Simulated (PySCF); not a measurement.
System: C$_{5}$H$_{11}$BSSi$_{2}$.

```xyz
20

C     4.4343   -0.1627    0.1767
C     3.3774   -0.6882   -0.0528
Si    1.7340   -1.4656   -0.4388
B     0.5441   -0.1273   -1.2401
C    -0.6485    0.5286   -0.5093
C    -0.6957    0.5734    1.0171
C    -2.1037    0.8839    1.4959
S    -3.2931   -0.2986    0.7479
Si   -2.1529   -0.5605   -1.0394
H     5.3644    0.2864    0.3808
H     1.3173   -2.0770    0.8429
H     2.0479   -2.6127   -1.3168
H     0.6749    0.1665   -2.3725
H    -0.8894    1.5275   -0.8923
H    -0.0144    1.3405    1.3968
H    -0.3824   -0.3857    1.4343
H    -2.4162    1.8866    1.2021
H    -2.2049    0.7837    2.5748
H    -2.8354   -0.0162   -2.2083
H    -1.8629   -1.9815   -1.2024
```

Geometry: GFN2-xTB.

Method: PBE0/pcSseg-1, SCF density, gas phase, non-relativistic (PySCF 2.14.0).

Predict the electron density and electron localisation function between the atoms.

Answer. C–C (1.20 Å): ρ is about 2.8 e/Å³ halfway; the ELF peaks at about 0.85 between the atoms: a short, multiple covalent bond.
C–S (1.84 Å): ρ at the midpoint is about 1.2 e/Å³; the ELF peaks at about 0.90 between the atoms (a covalent bond).
C–Si (1.86 Å): ρ is about 0.9 e/Å³ halfway; the ELF peaks at about 0.95 between the atoms, as expected for a shared electron pair.

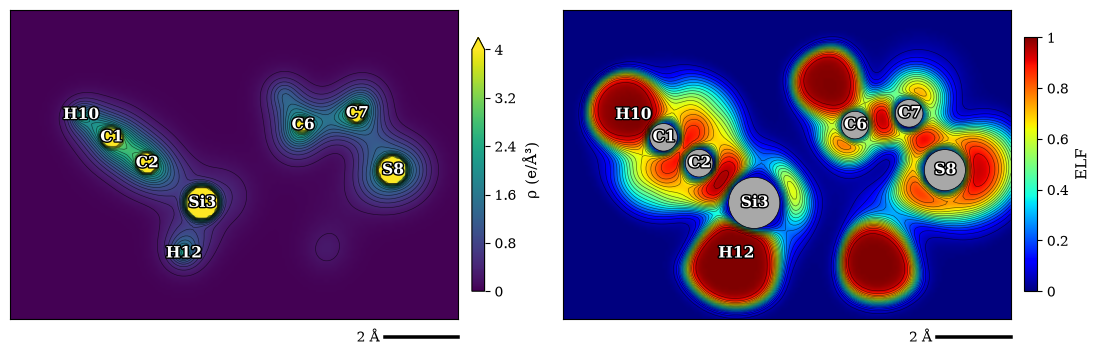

Computed electron density and electron localisation function on the plane of atoms C2, Si3 and H12, in this order. Grey discs cover the atomic cores in the ELF map. 
